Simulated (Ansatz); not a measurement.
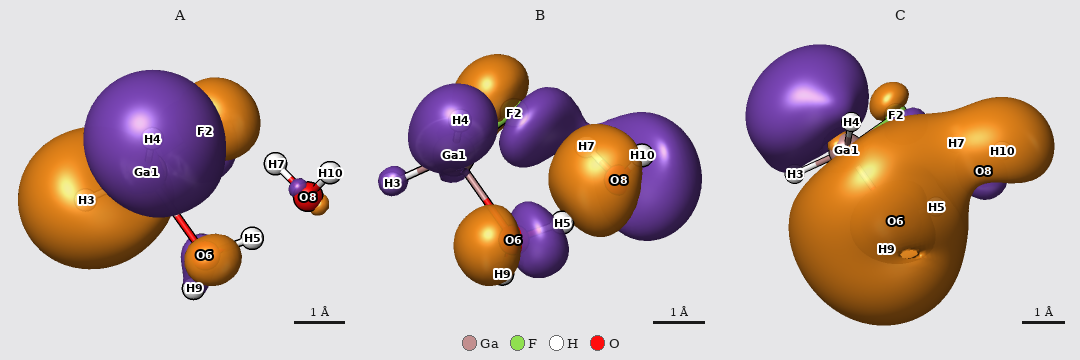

Figure. FGaH4O···H2O. Three frontier orbitals at ±0.06 Å⁻³ᐟ² (orange and purple are the two phases), in no order.

The calculation used RKS PBE-D4/def2-SVP (Ansatz).

```xyz
10

Ga   -1.2549    0.5172   -0.6226
F     0.3299    0.2578   -1.5676
H    -2.3776   -0.4316   -1.1897
H    -1.2869    1.9999   -0.0987
H     0.4552   -0.4946    0.9378
O    -0.5878   -0.5336    1.0273
H     1.4685   -0.0869   -0.5227
O     1.8488   -0.2987    0.3907
H    -0.8235   -1.4783    0.9548
H     2.2283    0.5489    0.6908
```

Order the three orbitals by energy and name them.

Answer. B is the HOMO−1 (−7.62 eV). By Hirshfeld shares it lies mainly on O8 (about 60 %), F2 (about 15 %) and O6 (about 10 %). A is the HOMO (−6.79 eV). It lies mainly on Ga1 (about 30 %), H4 (about 25 %), H3 (about 25 %) and F2 (about 20 %). C is the LUMO (−0.48 eV). Its weight (Hirshfeld) is mainly on Ga1 (about 35 %), H9 (about 20 %) and O6 (about 15 %).

What is the HOMO–LUMO gap?

Answer. 6.31 eV between the orbital energies.
